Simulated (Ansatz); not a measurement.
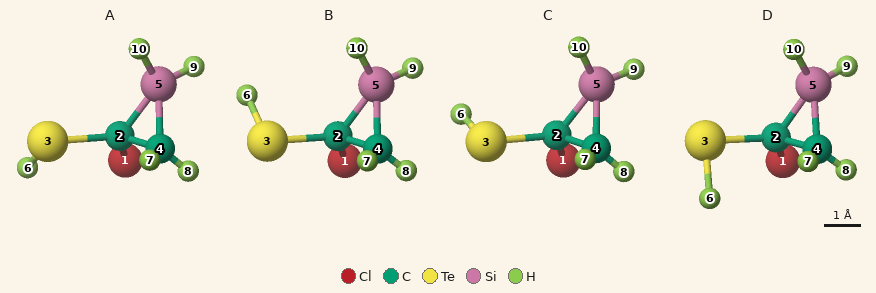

4 geometries from a converged minimum-energy path of C2H5ClSiTe, shuffled. Style: ball-and-stick. Shown face on.

Level of theory: Ansatz 0.2.0, RKS PBE0-D4/def2-SVP. Run with 5 movable images; climbing image; force threshold 0.05 eV/Å; iteration limit 60; starting path by image-dependent pair potential.

**Which frame is the top of the path?**

A. In order along the path, whose images run from 0 to 6: B (image 0, 0.000 eV), C (image 1, +0.031 eV), A (image 3, +0.172 eV), D (image 6, −0.012 eV). The motion is a rotation about the C2–Te3 bond by about 155°. No bond forms or breaks between the ends. Among the angles between lasting bonds that change up to the highest image: Cl1–C2–Te3 115.4° → 113.1°.

The run took 120 s on 2 threads of Intel(R) Xeon(R) Platinum 8488C (Sapphire Rapids) (shared host), peak memory 0.33 GiB.
